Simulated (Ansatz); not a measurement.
# B3LYP/6-31G(d) (spherical functions) run of [SF3]+ (SMILES F[S+](F)F)

Aim: the vertical ionisation energy of [SF3]+ at B3LYP/6-31G* (spherical functions), from 2 runs. 

Program for the calculation: Ansatz 0.2.0.

2 further runs of the same task are left out: 2 set aside as unsound or not needed.

## 1. The structure to begin with

The species is [SF3]+ (4 atoms), meant as a singlet with charge +1. SMILES: `F[S+](F)F`. The coordinates come from a PBE0-D4/def2-TZVP relaxation.

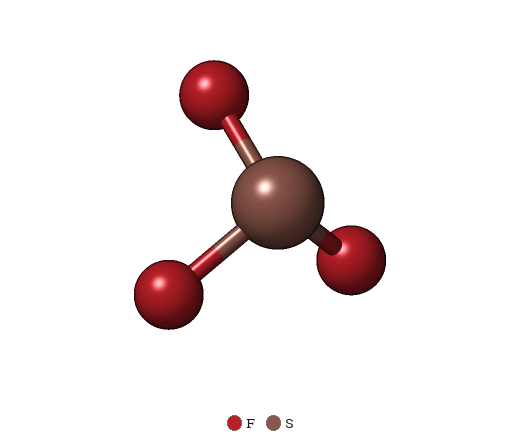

Viewed from a chosen angle; fluorine red, sulfur brown.

## 2. A single-point energy at B3LYP/6-31G(d) (spherical functions)

The input, run.yaml:

```yaml
crystal:
  periodic: [false, false, false]
  atoms:
    - symbol: F
      position_ang: [0.623020, 0.191030, 1.167760]
    - symbol: S
      position_ang: [0.432770, -0.058560, -0.301740]
    - symbol: F
      position_ang: [-0.545420, -1.197460, -0.238600]
    - symbol: F
      position_ang: [-0.510370, 1.064990, -0.627420]
basis:
  gaussian: {orbitals: 6-31G_st_-spherical.json}
total_charge: 1
hamiltonian: {xc: {name: B3LYP}}
accuracy: high
output: {orbitals: {seedname: orbitals}}
```

The basis set 6-31G* is read from a file made from the Basis Set Exchange's data (not shown).

On the command line:

```sh
$ ansatz run run.yaml --threads 1 --pin off --max-ram 3480MiB --events-out events.jsonl --progress --plain --runs-dir runs
```

The program printed:

```text
Warning: RAYON_NUM_THREADS=1 ignored (pool sized by the plan → 1); use --threads N
Functional definition: B3LYP
  name "B3LYP"
  parameter a0 = 0.2
  parameter ax = 0.72
  parameter ac = 0.81
  exchange = (1 - a0 - ax)*slater_x + ax*b88_x + a0*exact_x
  correlation = (1 - ac)*vwn_rpa_c + ac*lyp_c
1257 factors; integrals over basis functions are off by at most 3.7e-9 eV
mean field evaluation 1: about -18964.7131 eV, gradient 7.9e1 eV
mean field evaluation 2: about -18944.7743 eV, gradient 1.4e2 eV
mean field evaluation 4: about -18973.8133 eV, gradient 1.6e0 eV
mean field evaluation 8: about -18974.0084 eV, gradient 7.8e-2 eV
mean field evaluation 16: about -18974.0084 eV, gradient 4.6e-6 eV
mean field -18974.00836827 eV, -697.2819464893 hartree, gradient 2.8e-8 eV, S^2 0.000000; 0 other end points of the search recorded, 0 dependent functions left out
reference -18974.00839214 eV, -697.2819473662 hartree; 21, 21 occupied and 39, 39 virtual orbitals, 1257 factors
Total energy: -18974.00839214 eV, -697.2819473662 hartree
```

Wall time 1.2 s (1 thread of AMD EPYC 9R45 (Zen 5), shared host); peak memory 0.18 GiB.

## 3. Doublet [SF3]2+, same level

The input, molecule.yaml:

```yaml
crystal:
  periodic: [false, false, false]
  atoms:
    - symbol: F
      position_ang: [0.623020, 0.191030, 1.167760]
    - symbol: S
      position_ang: [0.432770, -0.058560, -0.301740]
    - symbol: F
      position_ang: [-0.545420, -1.197460, -0.238600]
    - symbol: F
      position_ang: [-0.510370, 1.064990, -0.627420]
basis:
  gaussian:
    orbitals: 6-31G_st_-spherical.json
total_charge: 2
magnetization:
  spin_polarized: true
  initial_magnetization: 1
hamiltonian:
  xc: {name: B3LYP}
accuracy: high
output: {orbitals: {seedname: orbitals}}
```

The basis set 6-31G* is read from a file made from the Basis Set Exchange's data (not shown).

On the command line:

```sh
$ ansatz run molecule.yaml --threads 1 --pin off --max-ram 3480MiB --events-out events.jsonl --progress --plain --runs-dir runs
```

The program printed, shortened:

```text
Warning: RAYON_NUM_THREADS=1 ignored (pool sized by the plan → 1); use --threads N
[... 7 set-up lines as earlier in the session ...]
1257 factors; integrals over basis functions are off by at most 3.7e-9 eV
mean field evaluation 1: about -18930.6800 eV, gradient 8.1e1 eV
mean field evaluation 2: about -18843.5283 eV, gradient 1.8e2 eV
mean field evaluation 4: about -18951.5302 eV, gradient 6.3e0 eV
mean field evaluation 8: about -18951.8952 eV, gradient 1.3e-1 eV
mean field evaluation 16: about -18951.8953 eV, gradient 1.0e-4 eV
mean field evaluation 32: about -18951.7413 eV, gradient 1.5e0 eV
mean field -18951.89529929 eV, -696.4693061931 hartree, gradient 3.1e-8 eV, S^2 0.756347; 2 other end points of the search recorded, 0 dependent functions left out
reference -18951.89532218 eV, -696.4693070341 hartree; 21, 20 occupied and 39, 40 virtual orbitals, 1257 factors
Total energy: -18951.89532218 eV, -696.4693070341 hartree
```

Run time: 2.3 s. Hardware: 1 thread of AMD EPYC 9R45 (Zen 5), shared host; peak memory 0.25 GiB.

## 4. Summary of results

Level: B3LYP/6-31G* (spherical functions).

| quantity | value |
| --- | --- |
| singlet [SF3]+: total energy | -697.28195 Eh |
| singlet [SF3]+: HOMO energy | -18.72 eV |
| singlet [SF3]+: LUMO energy | -8.97 eV |
| singlet [SF3]+: HOMO–LUMO gap | 9.75 eV |
| doublet [SF3]2+: total energy | -696.46931 Eh |
| doublet [SF3]2+: HOMO energy (highest over α and β) | -28.94 eV |
| doublet [SF3]2+: LUMO energy (lowest over α and β) | -25.48 eV |
| doublet [SF3]2+: ⟨S²⟩ | 0.756 |
| vertical ionisation energy (to the doublet dication) | 22.113 eV |

The vertical ionisation energy comes to 22.11 eV (2134 kJ/mol). The negative HOMO energy of the first species, 18.72 eV, lies 3.39 eV below that difference.
